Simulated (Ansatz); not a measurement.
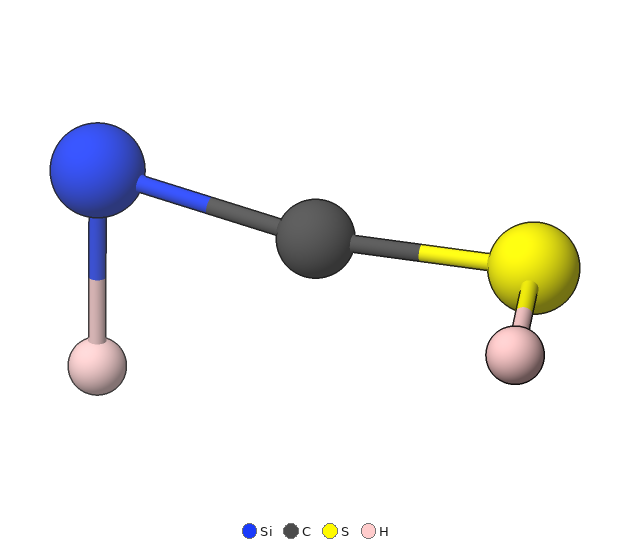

A ball-and-stick model of a molecule. Every bond is drawn as one stick, whatever its order.

Which formula does it have?

CH₂SSi, 5 atoms: 1 carbon, 2 hydrogen, 1 sulfur and 1 silicon.

How many bonds of each kind are drawn?

1 C–Si, 1 S–H, 1 C–S, 1 Si–H. Sticks follow a distance rule.

More results for the same structure follow; atom numbers are the same in all pictures, views and colours differ. Computed geometry: PBE0-D4/def2-TZVP optimisation. No frequency run is at hand to confirm it as a minimum.

Shape

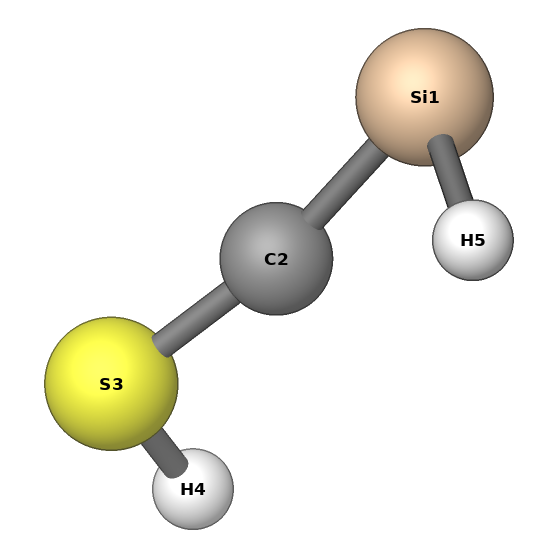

No frequency run is at hand to confirm it as a minimum.

What are the angles C2–Si1–H5, Si1–C2–S3, C2–S3–H4?

```json
{"angle": "C2–Si1–H5", "degrees": "84.3"}
{"angle": "Si1–C2–S3", "degrees": "170.3"}
{"angle": "C2–S3–H4", "degrees": "103.2"}
```

Dipole moment

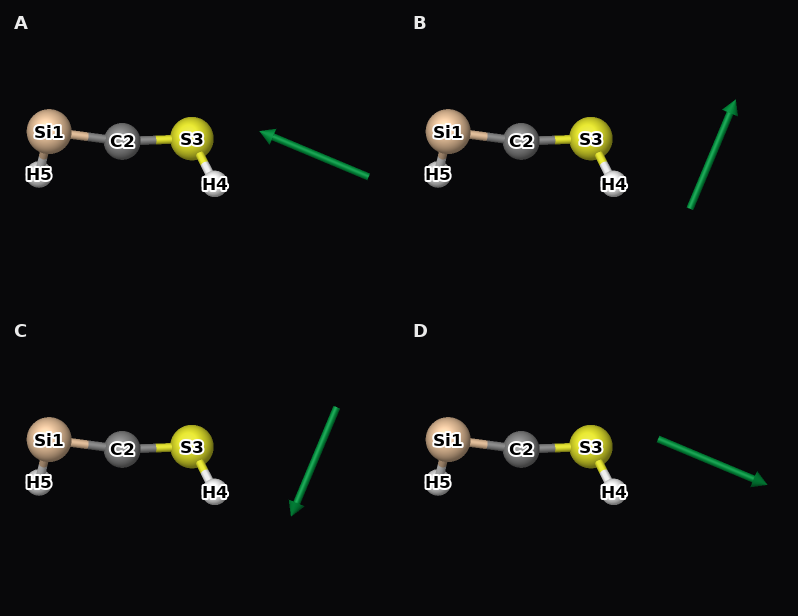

The same molecule four times, each with an arrow. No frequency run is at hand to confirm it as a minimum. Properties computed with RKS PBE0-D4/def2-TZVP (Ansatz 0.2.0).

Which arrow points along the dipole moment, from the negative to the positive end?

D. The dipole moment is 1.77 D; it points from the side of Si1, H5 to the side of H4 (the outermost atoms at the two ends).

Electronic properties

No frequency run is at hand to confirm it as a minimum. Level of theory: RKS PBE0-D4/def2-TZVPP (Ansatz 0.2.0).

Predict the main results.

- HOMO energy (Kohn–Sham orbital): −6.81 eV
- LUMO energy (Kohn–Sham orbital): −2.26 eV
- HOMO–LUMO gap: 4.55 eV

Charges

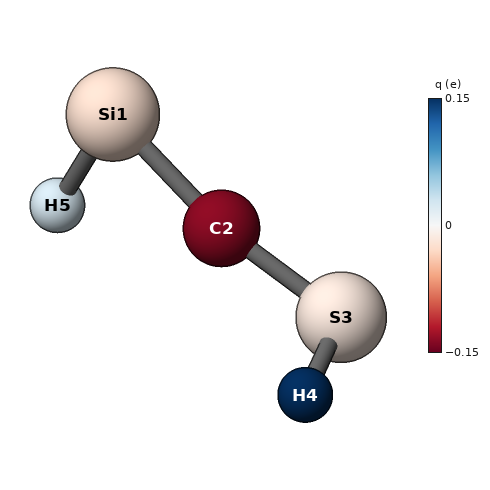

Atoms are coloured by their Mulliken charges. No frequency run is at hand to confirm it as a minimum. Level of theory: RKS PBE0-D4/def2-TZVP (Ansatz 0.2.0).

Give the Mulliken charges atom by atom.

```json
{"atom": "Si1", "value (e)": "−0.02"}
{"atom": "C2", "value (e)": "−0.13"}
{"atom": "S3", "value (e)": "−0.02"}
{"atom": "H4", "value (e)": "0.15"}
{"atom": "H5", "value (e)": "0.03"}
```

Mulliken values depend strongly on the basis set and can even reverse the polarity of a bond.
